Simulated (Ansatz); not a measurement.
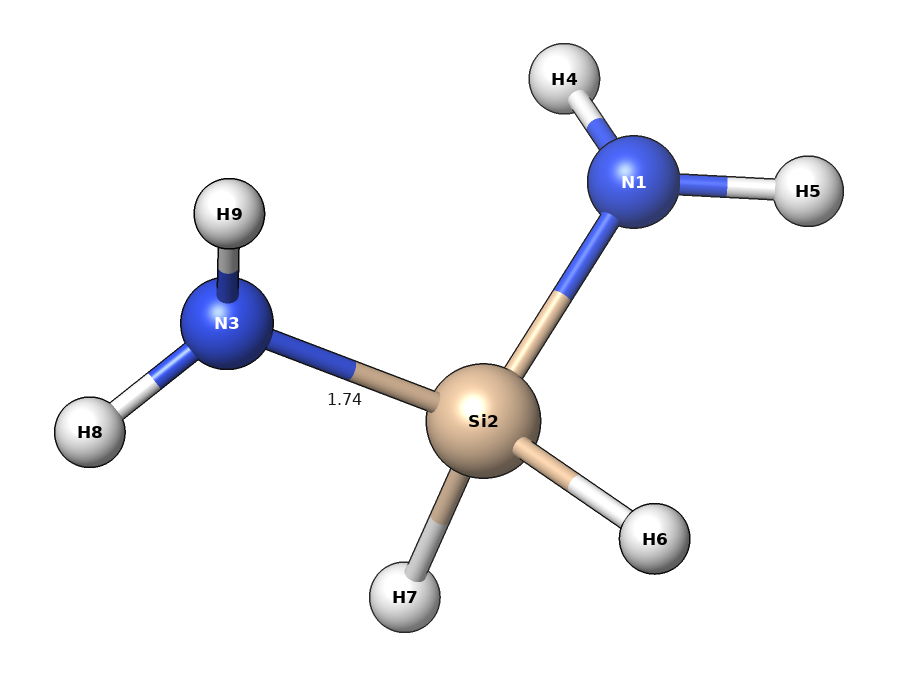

The numbers beside the sticks are distances in Å. Sticks don't show bond order. The computed structure is the end point of a PBE-D4/def2-SVP optimisation. No frequency run is at hand to confirm it as a minimum.

Which of the marked bonds are single, double, triple or aromatic?

Si2–N3 single.

Write the SMILES.

N[SiH2]N
